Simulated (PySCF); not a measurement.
# B2F2H5PSi: NMR shifts at several levels of theory

How much do the NMR shifts of B2F2H5PSi (`BP[SiH2]B(F)F`) depend on the level of theory, and what does each level cost?

The runs use PySCF 2.14.0, with density-fitted response routines of our own; the level of theory stands in each step. All values are computed, except where a source is named. Atoms are numbered from 0 throughout.

## (1) Starting geometry

11 atoms, charge 0, multiplicity 1; geometry from: GFN2-xTB. The atoms were then displaced at random by about 0.01 Å, so the start is not that level's minimum.

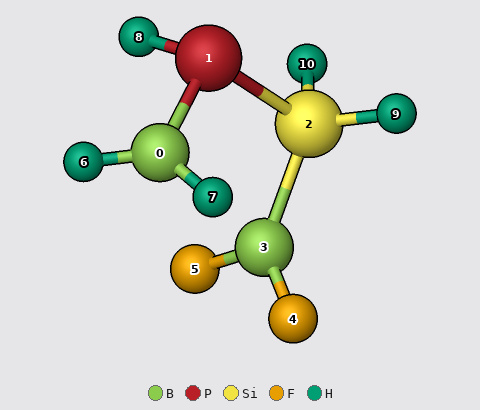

As it starts; boron green, phosphorus red, silicon yellow, fluorine amber, hydrogen teal, atoms numbered.

## (2) Geometry optimisation at PBE0-D3(BJ)/def2-SVP

Job settings and geometry (Å):

```
{"job": {"xc": "PBE0", "basis": "def2-SVP", "d3": "d3bj", "grid": 1, "shake": 0.01, "kind": "geom"}, "charge": 0, "multiplicity": 1}
B      1.774430    -0.832950    -0.384450
P      1.102050     0.555470     0.651660
Si    -0.817510     1.201840    -0.371790
B     -1.402280    -0.393820    -1.330130
F     -1.167790    -0.653990    -2.604450
F     -2.023680    -1.414890    -0.730750
H      2.071520    -1.832880     0.081260
H      1.984200    -0.578270    -1.522540
H      0.586940    -0.104030     1.766300
H     -0.419400     2.341800    -1.193670
H     -1.650370     1.685890     0.742650
```

Command:

```sh
> OMP_NUM_THREADS=1 python probes_run.py task.json out
```

The driver reads the jobs from task.json and runs them one after another.

The log of the run:

```text
step   0  E = -882.43137004  max force = 0.035731
step   1  E = -882.43890058  max force = 0.003088
step   2  E = -882.43925036  max force = 0.001548
step   3  E = -882.43948876  max force = 0.002514
step   4  E = -882.43956523  max force = 0.001332
step   5  E = -882.43973550  max force = 0.001555
step   6  E = -882.43988476  max force = 0.002934
step   7  E = -882.44008387  max force = 0.002940
step   8  E = -882.44024461  max force = 0.001961
step   9  E = -882.44052151  max force = 0.003168
step  10  E = -882.44051632  max force = 0.003732
step  11  E = -882.44057669  max force = 0.001332
step  12  E = -882.44058503  max force = 0.001215
step  13  E = -882.44060422  max force = 0.001027
step  14  E = -882.44064394  max force = 0.000532
step  15  E = -882.44066848  max force = 0.000507
step  16  E = -882.44068223  max force = 0.000947
step  17  E = -882.44069319  max force = 0.000469
step  18  E = -882.44070413  max force = 0.000454
step  19  E = -882.44075645  max force = 0.000835
step  20  E = -882.44080319  max force = 0.001081
step  21  E = -882.44087627  max force = 0.000799
step  22  E = -882.44091481  max force = 0.000556
step  23  E = -882.44087064  max force = 0.001527
step  24  E = -882.44088384  max force = 0.001756
step  25  E = -882.44091141  max force = 0.001289
step  26  E = -882.44095869  max force = 0.000823
step  27  E = -882.44092769  max force = 0.002447
step  28  E = -882.44095866  max force = 0.001576
step  29  E = -882.44097807  max force = 0.000713
step  30  E = -882.44097968  max force = 0.000417
optimisation converged
```

Run time: 3.8 min. Hardware: 1 thread of Arm Neoverse N1, shared host; peak memory 0.51 GiB.

Along the way: (the energy doesn't fall at every step)

```tsv
step	energy from step 0 (eV)	largest force component (eV/Å)
0	0.0000	1.8374
1	-0.2049	0.1588
2	-0.2144	0.0796
3	-0.2209	0.1293
4	-0.2230	0.0685
5	-0.2276	0.0800
6	-0.2317	0.1509
7	-0.2371	0.1512
8	-0.2415	0.1008
9	-0.2490	0.1629
10	-0.2489	0.1919
11	-0.2505	0.0685
12	-0.2508	0.0625
13	-0.2513	0.0528
14	-0.2524	0.0274
15	-0.2530	0.0261
16	-0.2534	0.0487
17	-0.2537	0.0241
18	-0.2540	0.0233
19	-0.2554	0.0429
20	-0.2567	0.0556
21	-0.2587	0.0411
22	-0.2597	0.0286
23	-0.2585	0.0785
24	-0.2589	0.0903
25	-0.2596	0.0663
26	-0.2609	0.0423
27	-0.2601	0.1258
28	-0.2609	0.0810
29	-0.2614	0.0367
30	-0.2615	0.0214
```

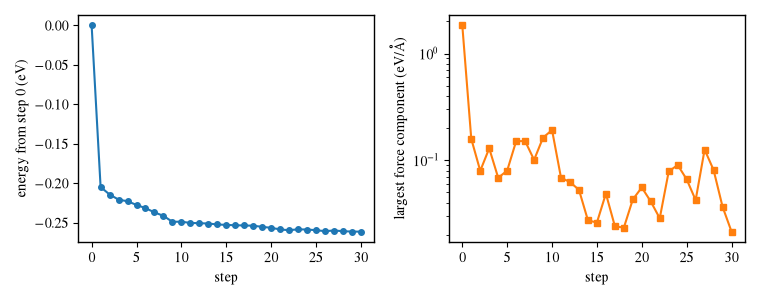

Energy and force, step by step.

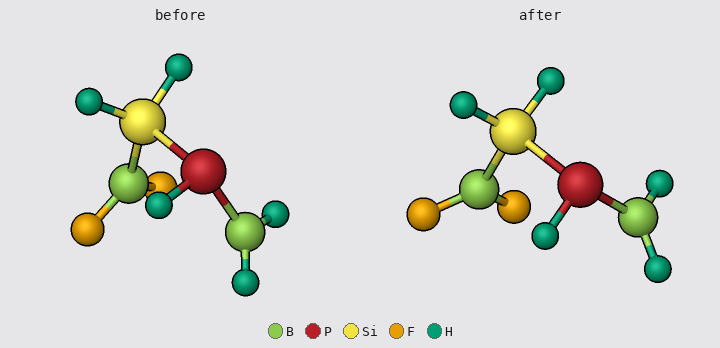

Before and after, at one scale.

Distances of close pairs at the start and the end, largest changes first:

```tsv
bond	before (Å)	after (Å)	change (Å)
Si2–B3	1.951	2.026	+0.075
B0–H6	1.142	1.206	+0.063
Si2–H9	1.461	1.492	+0.032
P1–H8	1.394	1.421	+0.027
B0–H7	1.185	1.206	+0.021
Si2–H10	1.473	1.492	+0.019
B3–F5	1.337	1.318	-0.019
P1–Si2	2.269	2.252	-0.017
```

The end geometry stands in the next job.

```tsv
at the end point	value
point group (found at 0.08 Å tolerance)	C1
rotational constants (GHz, main isotopes)	3.289, 1.266, 1.087
dipole moment (D)	0.85
```

## (3) Nuclear shieldings: PBE0/pcSseg-2

Job settings and geometry (Å):

```
{"job": {"kind": "nmr", "xc": "PBE0", "basis": "pcSseg-2", "pop": false}, "charge": 0, "multiplicity": 1}
B      2.016060    -0.494520    -0.814584
P      1.199121     0.317217     0.641904
Si    -0.776263     1.073341    -0.132205
B     -1.780288    -0.483531    -0.952542
F     -1.403534    -0.983461    -2.114576
F     -2.774275    -1.097280    -0.341499
H      2.636959    -1.517773    -0.668441
H      2.025835     0.094946    -1.867104
H      0.843989    -0.734767     1.528555
H     -0.421294     2.090289    -1.164888
H     -1.527771     1.708915     0.989612
```

Level: GIAO PBE0/pcSseg-2 NMR shielding, non-relativistic, gas phase.

The log of the run:

```text
coarse grid: 10696 points
cycle   1  E = -882.8822238782  dE =  3.245e-01  |g| = 6.456e-01  |ddm| = 2.315e+00
cycle   2  E = -882.8032185478  dE =  7.901e-02  |g| = 9.815e-01  |ddm| = 7.117e-01
cycle   3  E = -882.9515550285  dE = -1.483e-01  |g| = 3.295e-02  |ddm| = 4.250e-01
cycle   4  E = -882.9516889437  dE = -1.339e-04  |g| = 1.903e-02  |ddm| = 4.076e-02
cycle   5  E = -882.9517850579  dE = -9.611e-05  |g| = 5.823e-03  |ddm| = 2.092e-02
cycle   6  E = -882.9517926818  dE = -7.624e-06  |g| = 1.717e-03  |ddm| = 5.651e-03
final grid: 96336 points
cycle   7  E = -882.9604594889  dE = -1.147e-04  |g| = 6.268e-03  |ddm| = 3.517e-02
cycle   8  E = -882.9604528945  dE =  6.594e-06  |g| = 8.037e-03  |ddm| = 1.007e-02
cycle   9  E = -882.9604680810  dE = -1.519e-05  |g| = 6.509e-04  |ddm| = 6.311e-03
cycle  10  E = -882.9604681539  dE = -7.290e-08  |g| = 2.710e-04  |ddm| = 6.358e-04
cycle  11  E = -882.9604681669  dE = -1.296e-08  |g| = 8.371e-05  |ddm| = 2.176e-04
cycle  12  E = -882.9604681684  dE = -1.567e-09  |g| = 1.919e-05  |ddm| = 7.949e-05
cycle  13  E = -882.9604681685  dE = -8.072e-11  |g| = 5.365e-06  |ddm| = 1.850e-05
converged SCF energy = -882.9604681685

GIAO shielding tensors (ppm)
atom      isotropic    diamagn.    paramagn.     s11        s22        s33       span
  0 B        9.255     194.707    -185.452    -99.387    -13.428    140.579    239.965
  1 P      471.417     969.811    -498.394    318.451    485.677    610.121    291.670
  2 Si     436.942     880.289    -443.347    414.425    443.155    453.246     38.822
  3 B       68.923     196.635    -127.712     43.320     80.732     82.716     39.395
  4 F      214.428     466.782    -252.355     18.341    272.518    352.424    334.083
  5 F      208.680     466.214    -257.533      6.943    270.328    348.770    341.826
  6 H       22.687      29.423      -6.735     13.967     26.467     27.628     13.661
  7 H       22.822      29.887      -7.065     13.195     26.533     28.738     15.542
  8 H       27.711      31.165      -3.454     23.390     25.922     33.821     10.431
  9 H       26.835      28.960      -2.125     24.284     24.731     31.489      7.205
 10 H       27.200      28.758      -1.558     24.027     25.120     32.453      8.426
```

It took 59 s on 1 thread of Arm Neoverse N1, shared host; peak memory 1.2 GiB.

The references, computed at this level on geometries of the same kind, shield at (ppm): 1H TMS 31.25, 29Si TMS 341.3, 19F CFCl3 175.8, 31P H3PO4 296.6, 11B BF3·OEt2 99.1. Their shielding less the atom's gives the shift. The references are single molecules in the gas phase, so shifts against H2O, NH3, PH3, H3PO4 or CFCl3 are not on the usual liquid scales and can be off by tens of ppm. Atoms listed in one row are averaged.

```tsv
atoms	environment	σ (ppm)	δ (ppm)
H6, H7	hydrogen on a boron bonded to P	22.75	8.49
H9, H10	hydrogen on a silicon bonded to B, P	27.02	4.23
H8	hydrogen on a phosphorus bonded to B, Si	27.71	3.53
B0	boron bonded to P, 2 H	9.3	89.8
B3	boron bonded to 2 F, Si	68.9	30.1
P1	phosphorus bonded to B, Si, H	471.4	-174.8
Si2	silicon bonded to B, P, 2 H	436.9	-95.7
F4, F5	fluorine bonded to B	211.6	-35.7
```

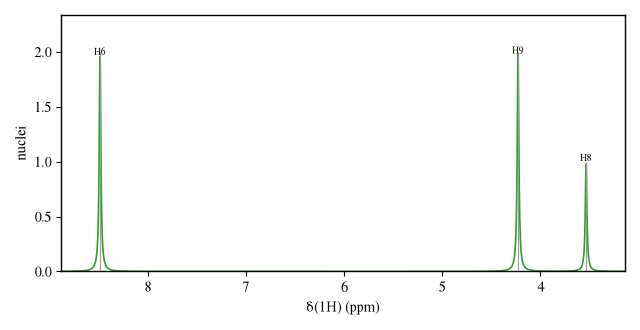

1H lines at the computed shifts, without couplings. Lines are broadened to a width of 0.02 ppm (Lorentzian).

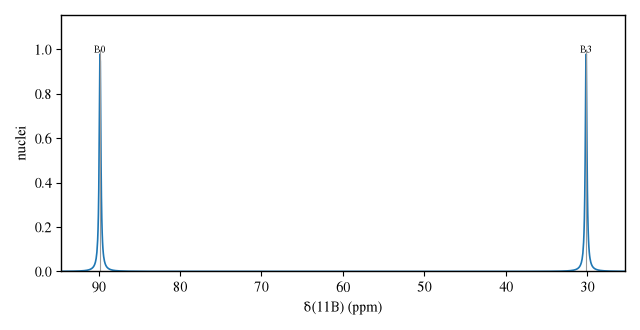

11B lines at the computed shifts, without couplings. Lines are broadened to a width of 0.24 ppm (Lorentzian).

## (4) Shielding tensors: mPW1PW91/pcSseg-2

Settings changed since step 3:

```diff
@@ -1,2 +1,2 @@
-{"job": {"kind": "nmr", "xc": "PBE0", "basis": "pcSseg-2", "pop": false}, "charge": 0, "multiplicity": 1}
+{"job": {"kind": "nmr", "xc": "mPW1PW91", "basis": "pcSseg-2", "pop": false}, "charge": 0, "multiplicity": 1}
 B      2.016060    -0.494520    -0.814584
```

Level: GIAO mPW1PW91/pcSseg-2 NMR shielding, non-relativistic, gas phase.

The log of the run:

```text
coarse grid: 10696 points
cycle   1  E = -883.3635850937  dE =  3.246e-01  |g| = 6.663e-01  |ddm| = 2.311e+00
cycle   2  E = -883.2793258383  dE =  8.426e-02  |g| = 1.016e+00  |ddm| = 7.240e-01
cycle   3  E = -883.4367147388  dE = -1.574e-01  |g| = 3.212e-02  |ddm| = 4.330e-01
cycle   4  E = -883.4368461371  dE = -1.314e-04  |g| = 1.940e-02  |ddm| = 4.176e-02
cycle   5  E = -883.4369478400  dE = -1.017e-04  |g| = 5.541e-03  |ddm| = 2.111e-02
cycle   6  E = -883.4369545889  dE = -6.749e-06  |g| = 1.734e-03  |ddm| = 5.431e-03
final grid: 96336 points
cycle   7  E = -883.4429956649  dE = -1.062e-04  |g| = 5.948e-03  |ddm| = 3.472e-02
cycle   8  E = -883.4429897189  dE =  5.946e-06  |g| = 7.680e-03  |ddm| = 9.413e-03
cycle   9  E = -883.4430031977  dE = -1.348e-05  |g| = 5.878e-04  |ddm| = 5.838e-03
cycle  10  E = -883.4430032513  dE = -5.367e-08  |g| = 2.667e-04  |ddm| = 5.402e-04
cycle  11  E = -883.4430032635  dE = -1.214e-08  |g| = 7.941e-05  |ddm| = 2.063e-04
cycle  12  E = -883.4430032650  dE = -1.512e-09  |g| = 1.626e-05  |ddm| = 7.612e-05
cycle  13  E = -883.4430032651  dE = -6.071e-11  |g| = 4.302e-06  |ddm| = 1.615e-05
converged SCF energy = -883.4430032651

GIAO shielding tensors (ppm)
atom      isotropic    diamagn.    paramagn.     s11        s22        s33       span
  0 B        9.829     195.087    -185.258    -98.310    -12.229    140.028    238.338
  1 P      469.284     970.046    -500.763    318.706    481.925    607.221    288.515
  2 Si     434.416     880.453    -446.037    412.192    440.562    450.493     38.301
  3 B       68.942     196.741    -127.799     43.248     80.765     82.813     39.565
  4 F      215.790     466.696    -250.906     19.935    273.759    353.676    333.741
  5 F      210.213     466.132    -255.919      8.762    271.762    350.116    341.354
  6 H       22.802      29.463      -6.661     14.143     26.552     27.711     13.568
  7 H       22.940      29.988      -7.047     13.386     26.615     28.820     15.434
  8 H       27.819      31.247      -3.428     23.496     26.031     33.930     10.435
  9 H       26.914      29.057      -2.144     24.375     24.815     31.552      7.176
 10 H       27.275      28.849      -1.574     24.118     25.207     32.500      8.381
```

Wall time 60 s (1 thread of Arm Neoverse N1, shared host); peak memory 1.2 GiB.

This run: δ B0 89.3, B3 30.2, P1 -174.3, Si2 -94.4, H6 8.42, H9 4.20 ppm (means over like atoms).

## (5) Nuclear shieldings: WP04/pcSseg-2

Settings changed since step 4:

```diff
@@ -1,2 +1,2 @@
-{"job": {"kind": "nmr", "xc": "mPW1PW91", "basis": "pcSseg-2", "pop": false}, "charge": 0, "multiplicity": 1}
+{"job": {"kind": "nmr", "xc": "WP04", "basis": "pcSseg-2", "pop": false}, "charge": 0, "multiplicity": 1}
 B      2.016060    -0.494520    -0.814584
```

Method: GIAO WP04/pcSseg-2 NMR shielding, non-relativistic, gas phase.

The log of the run:

```text
coarse grid: 10696 points
cycle   1  E = -895.0215231507  dE =  3.105e-01  |g| = 1.102e+00  |ddm| = 2.330e+00
cycle   2  E = -894.6697860884  dE =  3.517e-01  |g| = 1.863e+00  |ddm| = 1.188e+00
cycle   3  E = -895.1956458090  dE = -5.259e-01  |g| = 1.127e-01  |ddm| = 8.020e-01
cycle   4  E = -895.1977960890  dE = -2.150e-03  |g| = 3.955e-02  |ddm| = 1.093e-01
cycle   5  E = -895.1981571456  dE = -3.611e-04  |g| = 1.309e-02  |ddm| = 4.468e-02
cycle   6  E = -895.1981959079  dE = -3.876e-05  |g| = 4.032e-03  |ddm| = 1.210e-02
cycle   7  E = -895.1981986107  dE = -2.703e-06  |g| = 1.323e-03  |ddm| = 2.925e-03
final grid: 96336 points
cycle   8  E = -895.2051319988  dE = -1.877e-04  |g| = 4.785e-03  |ddm| = 4.451e-02
cycle   9  E = -895.2051299219  dE =  2.077e-06  |g| = 5.727e-03  |ddm| = 5.121e-03
cycle  10  E = -895.2051351239  dE = -5.202e-06  |g| = 1.094e-03  |ddm| = 3.103e-03
cycle  11  E = -895.2051353025  dE = -1.786e-07  |g| = 3.738e-04  |ddm| = 8.276e-04
cycle  12  E = -895.2051353304  dE = -2.790e-08  |g| = 1.129e-04  |ddm| = 3.136e-04
cycle  13  E = -895.2051353323  dE = -1.925e-09  |g| = 2.735e-05  |ddm| = 5.807e-05
cycle  14  E = -895.2051353324  dE = -1.514e-10  |g| = 5.896e-06  |ddm| = 2.420e-05
converged SCF energy = -895.2051353324

GIAO shielding tensors (ppm)
atom      isotropic    diamagn.    paramagn.     s11        s22        s33       span
  0 B        7.102     194.463    -187.361    -98.192     -9.731    129.230    227.422
  1 P      436.073     973.115    -537.042    318.446    436.016    553.757    235.311
  2 Si     406.338     882.550    -476.212    386.371    414.224    418.419     32.048
  3 B       62.864     196.932    -134.069     34.449     74.616     79.527     45.078
  4 F      233.766     470.179    -236.413     47.387    291.251    362.659    315.272
  5 F      229.289     469.070    -239.780     38.115    289.889    359.864    321.749
  6 H       24.112      30.135      -6.024     16.178     27.491     28.667     12.489
  7 H       24.258      30.850      -6.592     15.500     27.583     29.690     14.189
  8 H       28.831      32.244      -3.413     24.654     27.156     34.684     10.031
  9 H       27.805      29.932      -2.127     25.414     25.800     32.201      6.787
 10 H       28.071      29.628      -1.557     25.137     26.144     32.933      7.796
```

It took 63 s on 1 thread of Arm Neoverse N1, shared host; peak memory 1.2 GiB.

Key values: δ B0 87.1, B3 31.3, P1 -148.3, Si2 -78.3, H6 7.43, H9 3.67 ppm (means over like atoms).

## (6) NMR shieldings: B97-2/pcSseg-2

Settings changed since step 5:

```diff
@@ -1,2 +1,2 @@
-{"job": {"kind": "nmr", "xc": "WP04", "basis": "pcSseg-2", "pop": false}, "charge": 0, "multiplicity": 1}
+{"job": {"kind": "nmr", "xc": "B97-2", "basis": "pcSseg-2", "pop": false}, "charge": 0, "multiplicity": 1}
 B      2.016060    -0.494520    -0.814584
```

Level: GIAO B97-2/pcSseg-2 NMR shielding, non-relativistic, gas phase.

The log of the run:

```text
coarse grid: 10696 points
cycle   1  E = -883.3528029236  dE =  3.191e-01  |g| = 6.974e-01  |ddm| = 2.320e+00
cycle   2  E = -883.2466152384  dE =  1.062e-01  |g| = 1.098e+00  |ddm| = 7.717e-01
cycle   3  E = -883.4323597415  dE = -1.857e-01  |g| = 3.232e-02  |ddm| = 4.727e-01
cycle   4  E = -883.4325014928  dE = -1.418e-04  |g| = 2.170e-02  |ddm| = 4.710e-02
cycle   5  E = -883.4326315885  dE = -1.301e-04  |g| = 5.248e-03  |ddm| = 2.277e-02
cycle   6  E = -883.4326371173  dE = -5.529e-06  |g| = 2.049e-03  |ddm| = 5.353e-03
final grid: 96336 points
cycle   7  E = -883.4349069527  dE = -1.361e-04  |g| = 1.343e-02  |ddm| = 3.922e-02
cycle   8  E = -883.4348779279  dE =  2.902e-05  |g| = 1.863e-02  |ddm| = 1.458e-02
cycle   9  E = -883.4349340092  dE = -5.608e-05  |g| = 1.016e-03  |ddm| = 9.113e-03
cycle  10  E = -883.4349341496  dE = -1.404e-07  |g| = 2.821e-04  |ddm| = 7.715e-04
cycle  11  E = -883.4349341656  dE = -1.599e-08  |g| = 1.023e-04  |ddm| = 2.648e-04
cycle  12  E = -883.4349341672  dE = -1.675e-09  |g| = 3.274e-05  |ddm| = 7.340e-05
cycle  13  E = -883.4349341674  dE = -1.919e-10  |g| = 6.807e-06  |ddm| = 2.368e-05
converged SCF energy = -883.4349341674

GIAO shielding tensors (ppm)
atom      isotropic    diamagn.    paramagn.     s11        s22        s33       span
  0 B       15.106     194.863    -179.757    -88.768     -5.586    139.672    228.440
  1 P      476.707     970.342    -493.635    336.676    484.484    608.962    272.286
  2 Si     439.677     880.622    -440.945    417.896    445.747    455.387     37.490
  3 B       71.275     196.723    -125.448     47.518     81.795     84.511     36.992
  4 F      222.332     467.178    -244.846     32.187    279.803    355.005    322.818
  5 F      216.773     466.582    -249.809     21.149    277.738    351.432    330.283
  6 H       23.049      29.586      -6.537     14.642     26.676     27.827     13.185
  7 H       23.196      30.131      -6.935     13.922     26.742     28.925     15.004
  8 H       27.977      31.443      -3.467     23.644     26.179     34.107     10.463
  9 H       27.059      29.229      -2.170     24.542     24.976     31.660      7.118
 10 H       27.399      29.005      -1.606     24.263     25.354     32.579      8.316
```

Wall time 61 s (1 thread of Arm Neoverse N1, shared host); peak memory 1.2 GiB.

Key values: δ B0 85.0, B3 28.8, P1 -173.5, Si2 -92.1, H6 8.24, H9 4.13 ppm (means over like atoms).

## (7) NMR shieldings: BHandHLYP/pcSseg-2

Settings changed since step 6:

```diff
@@ -1,2 +1,2 @@
-{"job": {"kind": "nmr", "xc": "B97-2", "basis": "pcSseg-2", "pop": false}, "charge": 0, "multiplicity": 1}
+{"job": {"kind": "nmr", "xc": "BHandHLYP", "basis": "pcSseg-2", "pop": false}, "charge": 0, "multiplicity": 1}
 B      2.016060    -0.494520    -0.814584
```

Level: GIAO BHandHLYP/pcSseg-2 NMR shielding, non-relativistic, gas phase.

The log of the run:

```text
coarse grid: 10696 points
cycle   1  E = -883.2918286441  dE =  3.532e-01  |g| = 6.648e-01  |ddm| = 2.257e+00
cycle   2  E = -883.2898757810  dE =  1.953e-03  |g| = 7.610e-01  |ddm| = 6.227e-01
cycle   3  E = -883.3741949764  dE = -8.432e-02  |g| = 3.378e-02  |ddm| = 3.031e-01
cycle   4  E = -883.3745418587  dE = -3.469e-04  |g| = 1.398e-02  |ddm| = 5.282e-02
cycle   5  E = -883.3745926551  dE = -5.080e-05  |g| = 3.400e-03  |ddm| = 1.538e-02
cycle   6  E = -883.3745960309  dE = -3.376e-06  |g| = 8.071e-04  |ddm| = 3.994e-03
final grid: 96336 points
cycle   7  E = -883.3775365202  dE = -4.309e-05  |g| = 2.354e-03  |ddm| = 2.023e-02
cycle   8  E = -883.3775368181  dE = -2.979e-07  |g| = 1.759e-03  |ddm| = 2.352e-03
cycle   9  E = -883.3775372500  dE = -4.319e-07  |g| = 4.243e-04  |ddm| = 9.098e-04
cycle  10  E = -883.3775372741  dE = -2.412e-08  |g| = 1.070e-04  |ddm| = 2.107e-04
cycle  11  E = -883.3775372762  dE = -2.084e-09  |g| = 2.085e-05  |ddm| = 8.582e-05
cycle  12  E = -883.3775372763  dE = -1.053e-10  |g| = 7.941e-06  |ddm| = 1.975e-05
converged SCF energy = -883.3775372763

GIAO shielding tensors (ppm)
atom      isotropic    diamagn.    paramagn.     s11        s22        s33       span
  0 B       12.983     193.093    -180.111    -94.388     -6.666    140.002    234.390
  1 P      474.060     969.113    -495.054    327.605    482.307    612.267    284.662
  2 Si     435.785     878.667    -442.882    414.393    439.475    453.488     39.094
  3 B       72.302     195.800    -123.499     43.512     84.640     88.753     45.241
  4 F      236.254     467.955    -231.701     45.815    297.944    365.002    319.187
  5 F      230.911     467.083    -236.172     35.214    296.241    361.279    326.066
  6 H       23.193      29.626      -6.433     14.792     26.719     28.069     13.276
  7 H       23.330      30.002      -6.672     14.057     26.844     29.090     15.033
  8 H       28.302      31.428      -3.126     23.976     26.454     34.475     10.499
  9 H       27.240      29.029      -1.789     24.674     25.109     31.937      7.264
 10 H       27.576      28.789      -1.212     24.438     25.501     32.791      8.353
```

It took 58 s on 1 thread of Arm Neoverse N1, shared host; peak memory 1.2 GiB.

Key values: δ B0 90.6, B3 31.3, P1 -170.5, Si2 -90.0, H6 8.19, H9 4.04 ppm (means over like atoms).

## (8) NMR shieldings: CAM-B3LYP/pcSseg-2

Settings changed since step 7:

```diff
@@ -1,2 +1,2 @@
-{"job": {"kind": "nmr", "xc": "BHandHLYP", "basis": "pcSseg-2", "pop": false}, "charge": 0, "multiplicity": 1}
+{"job": {"kind": "nmr", "xc": "CAM-B3LYP", "basis": "pcSseg-2", "pop": false}, "charge": 0, "multiplicity": 1}
 B      2.016060    -0.494520    -0.814584
```

Level: GIAO CAM-B3LYP/pcSseg-2 NMR shielding, non-relativistic, gas phase.

The log of the run:

```text
coarse grid: 10696 points
cycle   1  E = -883.3210037799  dE =  3.583e-01  |g| = 7.063e-01  |ddm| = 2.263e+00
cycle   2  E = -883.2878653067  dE =  3.314e-02  |g| = 9.332e-01  |ddm| = 6.808e-01
cycle   3  E = -883.4102332081  dE = -1.224e-01  |g| = 3.673e-02  |ddm| = 3.460e-01
cycle   4  E = -883.4106042127  dE = -3.710e-04  |g| = 1.789e-02  |ddm| = 5.758e-02
cycle   5  E = -883.4106844669  dE = -8.025e-05  |g| = 3.989e-03  |ddm| = 1.913e-02
cycle   6  E = -883.4106885998  dE = -4.133e-06  |g| = 1.028e-03  |ddm| = 4.609e-03
final grid: 96336 points
cycle   7  E = -883.4139350034  dE = -7.918e-05  |g| = 3.571e-03  |ddm| = 2.518e-02
cycle   8  E = -883.4139348930  dE =  1.104e-07  |g| = 3.573e-03  |ddm| = 3.180e-03
cycle   9  E = -883.4139365615  dE = -1.669e-06  |g| = 5.491e-04  |ddm| = 1.371e-03
cycle  10  E = -883.4139365987  dE = -3.716e-08  |g| = 1.642e-04  |ddm| = 2.953e-04
cycle  11  E = -883.4139366029  dE = -4.237e-09  |g| = 4.693e-05  |ddm| = 1.169e-04
cycle  12  E = -883.4139366032  dE = -3.279e-10  |g| = 1.115e-05  |ddm| = 2.410e-05
converged SCF energy = -883.4139366032

GIAO shielding tensors (ppm)
atom      isotropic    diamagn.    paramagn.     s11        s22        s33       span
  0 B        3.199     193.102    -189.903   -110.647    -18.973    139.218    249.865
  1 P      454.677     969.351    -514.674    297.104    471.072    595.855    298.751
  2 Si     424.603     879.412    -454.809    401.959    429.918    441.931     39.973
  3 B       66.520     196.348    -129.828     38.323     79.630     81.607     43.285
  4 F      217.734     467.250    -249.515     19.974    277.410    355.819    335.845
  5 F      211.926     466.651    -254.726      8.972    274.709    352.096    343.125
  6 H       22.836      29.523      -6.687     14.031     26.619     27.857     13.826
  7 H       22.949      29.869      -6.920     13.214     26.723     28.910     15.696
  8 H       27.994      31.194      -3.200     23.774     26.275     33.934     10.160
  9 H       27.026      28.889      -1.862     24.504     24.947     31.628      7.125
 10 H       27.377      28.662      -1.284     24.272     25.332     32.528      8.255
```

Run time: 82 s. Hardware: 1 thread of Arm Neoverse N1, shared host; peak memory 1.5 GiB.

This run: δ B0 94.7, B3 31.4, P1 -171.0, Si2 -95.6, H6 8.44, H9 4.14 ppm (means over like atoms).

[end of part 1 of 2]
